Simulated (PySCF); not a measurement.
**IrCl₂: from HF to coupled cluster**

Aim: at the PBE0 minimum of broken-symmetry (Ms = 1/2) IrCl₂, found before, compare methods on energies and levels.

Computed with PySCF 2.14.0. Level: several methods, basis Ir def2-SVP with ECP60, Cl def2-SVP, scalar-relativistic core potentials, no spin–orbit coupling, density fitting.

## (1) The system as given

3 atoms, charge 0, spin multiplicity 2.

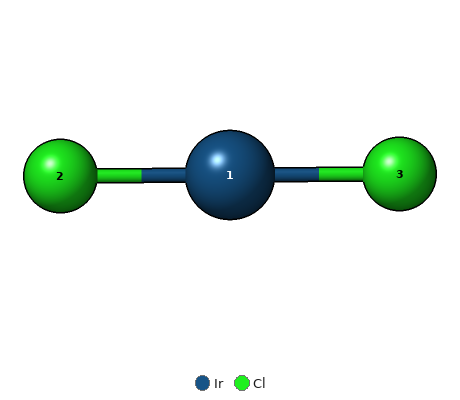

The starting geometry (iridium blue, chlorine green); atoms are numbered from 1 in the order of the file.

Coordinates in bohr (charge 0 multiplicity 2):
```
Ir    0.0000    0.0000    0.0000
Cl    0.0000    0.0000    4.1483
Cl    0.0000    0.0000   -4.1483
```

## (2) PBE0

One driver script runs all steps and calls PySCF; scf.py shows the equivalent input of each level. Each SCF starts from the density of the minimum. The driver also runs the species with one electron less or more at the same geometry (cation multiplicity 3, anion multiplicity 3); their logs are not shown.

File scf.py:

```python
from pyscf import gto, scf, dft
mol = gto.M(atom='''
Ir     0.000000     0.000000     0.000000
Cl     0.000000    -0.000000     2.195187
Cl     0.000000     0.000000    -2.195187''',
    basis={'Ir': 'def2-SVP', 'Cl': 'def2-SVP'},
    ecp={'Ir': 'def2-SVP'},
    charge=0, spin=1)
mf = dft.UKS(mol, xc='PBE0')
mf.grids.atom_grid = (99, 590)
aux = {'Ir': 'def2-universal-JKFIT', 'Cl': 'def2-universal-JKFIT'}
mf = mf.density_fit(auxbasis=aux)
mf.kernel()
```

## (3) HF

Edit scf.py of step 2 so:

```diff
@@ -9,2 +9 @@
-mf = dft.UKS(mol, xc='PBE0')
-mf.grids.atom_grid = (99, 590)
+mf = scf.UHF(mol)
```

## (4) MP2

Edit scf.py of step 3 so:

```diff
@@ -12,0 +13,2 @@
+from pyscf.mp import dfump2
+dfump2.DFUMP2(mf, frozen=10).kernel()  # the driver gives MP2 a fitting basis of its own (RI)
```

## (5) PBE

Edit scf.py of step 4 so:

```diff
@@ -9 +9,2 @@
-mf = scf.UHF(mol)
+mf = dft.UKS(mol, xc='PBE')
+mf.grids.atom_grid = (99, 590)
@@ -13,2 +13,0 @@
-from pyscf.mp import dfump2
-dfump2.DFUMP2(mf, frozen=10).kernel()  # the driver gives MP2 a fitting basis of its own (RI)
```

## (6) CCSD(T)

Edit scf.py of step 5 so:

```diff
@@ -9,2 +9 @@
-mf = dft.UKS(mol, xc='PBE')
-mf.grids.atom_grid = (99, 590)
+mf = scf.UHF(mol)
@@ -13,0 +13,3 @@
+from pyscf import cc
+mycc = cc.CCSD(mf, frozen=10).run()
+mycc.ccsd_t()
```

(Steps that only read results are left out.)

What does the calculation give? Wanted: atomisation energy, range; vertical ionisation energy, CCSD(T); vertical electron affinity, CCSD(T); gap, range; T1, D1; T1, D1 of the cation; T1, D1 of the anion.

The runs gave:

| quantity | value |
| --- | --- |
| atomisation energy, range | 329 (HF) to 730 (PBE) kJ/mol |
| vertical ionisation energy, CCSD(T) | 9.09 eV |
| vertical electron affinity, CCSD(T) | 3.22 eV |
| gap, range | 0.29 (PBE) to 10.25 (HF) eV |
| T1, D1 | 0.031, 0.149 |
| T1, D1 of the cation | 0.089, 0.479 |
| T1, D1 of the anion | 0.035, 0.184 |

What this shows: The atomisation energy spreads over 401 kJ/mol, from HF to PBE; without a CCSD(T) value for it there is no yardstick here. Against CCSD(T), the vertical ionisation energy is best met by MP2 (+0.43 eV) and worst by PBE0 (+0.75 eV). Against CCSD(T), the vertical electron affinity is best met by PBE0 (+0.04 eV) and worst by MP2 (+0.45 eV). The PBE orbital energy is a poor guide to ionisation (6.4 eV, 2.7 eV too small); the difference of PBE energies gives 9.5 eV. T1 of the cation is large, so the CCSD(T) value that rests on it is in doubt and small misses rank nothing. Spin contamination is strong in at least one of the open-shell species at PBE0, HF, MP2, PBE, CCSD(T). Without diffuse functions electron affinities tend to come out too low. The determinant is spin-contaminated (⟨S²⟩ = 1.61, pure value 0.75). Open d and f shells are described by one determinant, and the ground state may have another occupation or spin. Spin–orbit coupling, left out here, can matter for elements this heavy.
